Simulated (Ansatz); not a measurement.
**r2SCAN0/def2-TZVPP run of BNH4 (SMILES BN)**

What is the energy change on altering one bond length of BNH4 at r2SCAN0/def2-TZVPP? 

The results are computed with Ansatz 0.2.0.

56 further runs of the same task are left out: 56 set aside as unsound or not needed.

## (1) The molecule

BNH4: 6 atoms, total charge 0, spin state singlet. As SMILES, `BN`. Geometry: relaxed at PBE0-D4/def2-TZVP.

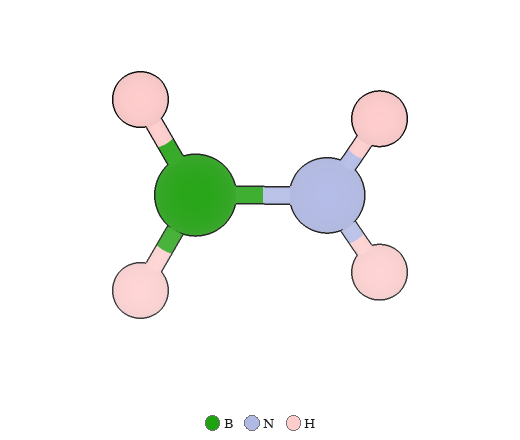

Viewed from a chosen angle; boron green, nitrogen light blue, hydrogen pink.

## (2) The energy at r2SCAN0/def2-TZVPP

The input, in.yaml:

```yaml
crystal:
  periodic: [false, false, false]
  atoms:
    - symbol: B
      position_ang: [-0.128200, -0.679600, -0.025600]
    - symbol: "N"
      position_ang: [0.146100, 0.677400, 0.010800]
    - symbol: H
      position_ang: [0.225800, -1.368000, 0.887500]
    - symbol: H
      position_ang: [-0.712000, -1.128700, -0.969200]
    - symbol: H
      position_ang: [-0.121600, 1.313700, -0.720800]
    - symbol: H
      position_ang: [0.632000, 1.121400, 0.771300]
basis:
  gaussian: {orbitals: def2-TZVPP}
hamiltonian: {xc: {name: r2SCAN0}}
accuracy: high
output: {orbitals: {seedname: orbitals}}
```

Command:

```console
ansatz run in.yaml --threads 1 --pin off --max-ram 3480MiB --events-out events.jsonl --progress --plain --runs-dir runs
```

Output:

```text
Warning: RAYON_NUM_THREADS=1 ignored (pool sized by the plan → 1); use --threads N
Functional definition: r2SCAN0
  name "r2SCAN0"
  parameter a = 0.25
  parameter k0 = 0.174
  parameter k1 = 0.065
  parameter a1 = 4.9479
  exchange = (1 - a)*r2scan_x(k0 = k0, k1 = k1, a1 = a1) + a*exact_x
  correlation = r2scan_c
2045 factors; integrals over basis functions are off by at most 3.0e-9 eV
mean field evaluation 1: about -2226.7295 eV, gradient 5.0e1 eV
mean field evaluation 2: about -2223.6218 eV, gradient 6.1e1 eV
mean field evaluation 4: about -2231.5987 eV, gradient 1.7e0 eV
mean field evaluation 8: about -2231.6053 eV, gradient 1.8e-2 eV
mean field evaluation 16: about -2231.6053 eV, gradient 1.3e-7 eV
mean field -2231.60529411 eV, -82.0099819223 hartree, gradient 2.5e-8 eV, S^2 0.000000; 0 other end points of the search recorded, 0 dependent functions left out
reference -2231.60529478 eV, -82.0099819469 hartree; 8, 8 occupied and 110, 110 virtual orbitals, 2045 factors
Total energy: -2231.60529478 eV, -82.0099819469 hartree
```

Run time: 9.9 s. Hardware: 1 thread of Arm Neoverse V1, shared host; peak memory 0.33 GiB.

## (3) The distorted shape, same level

The input, input.yaml:

```yaml
crystal:
  periodic: [false, false, false]
  atoms:
    - {symbol: B, position_ang: [-0.169352, -0.883187, -0.031061]}
    - {symbol: "N", position_ang: [0.146100, 0.677400, 0.010800]}
    - {symbol: H, position_ang: [0.184648, -1.571587, 0.882039]}
    - {symbol: H, position_ang: [-0.753152, -1.332287, -0.974661]}
    - {symbol: H, position_ang: [-0.121600, 1.313700, -0.720800]}
    - {symbol: H, position_ang: [0.632000, 1.121400, 0.771300]}
basis:
  gaussian: {orbitals: def2-TZVPP}
total_charge: 0
hamiltonian: {xc: {name: r2SCAN0}}
accuracy: high
output: {orbitals: {seedname: orbitals}}
```

Command:

```console
ansatz run input.yaml --threads 1 --pin off --max-ram 3480MiB --events-out events.jsonl --progress --plain --runs-dir runs
```

Output, cut to the lines that bear on the results:

```text
Warning: RAYON_NUM_THREADS=1 ignored (pool sized by the plan → 1); use --threads N
[... 8 set-up lines as earlier in the session ...]
2032 factors; integrals over basis functions are off by at most 3.2e-9 eV
mean field evaluation 1: about -2226.3093 eV, gradient 4.9e1 eV
mean field evaluation 2: about -2219.5315 eV, gradient 7.0e1 eV
mean field evaluation 4: about -2230.9021 eV, gradient 1.9e0 eV
mean field evaluation 8: about -2230.9117 eV, gradient 2.7e-2 eV
mean field evaluation 16: about -2230.9117 eV, gradient 1.5e-7 eV
mean field -2230.91172863 eV, -81.9844938608 hartree, gradient 1.7e-8 eV, S^2 0.000000; 0 other end points of the search recorded, 0 dependent functions left out
reference -2230.91172931 eV, -81.9844938859 hartree; 8, 8 occupied and 110, 110 virtual orbitals, 2032 factors
Total energy: -2230.91172931 eV, -81.9844938859 hartree
```

Run time: 10 s. Hardware: 1 thread of Arm Neoverse V1, shared host; peak memory 0.33 GiB.

## (4) Summary of results

Level: r2SCAN0/def2-TZVPP.

```
                                                         quantity         value
                                        first shape: total energy  -82.00998 Eh
                                         first shape: HOMO energy      -8.88 eV
                                         first shape: LUMO energy       0.49 eV
                                       first shape: HOMO–LUMO gap       9.37 eV
                                    distorted shape: total energy  -81.98449 Eh
                                     distorted shape: HOMO energy      -8.02 eV
                                     distorted shape: LUMO energy      -0.32 eV
                                   distorted shape: HOMO–LUMO gap       7.70 eV
energy change with the B1–N2 bond stretched from 1.385 to 1.593 Å      0.694 eV
```

**Reading.** With the B1–N2 bond stretched from 1.385 to 1.593 Å the energy rises by 0.69 eV (66.9 kJ/mol). The first shape isn't relaxed at this level, so the change isn't measured from a minimum.
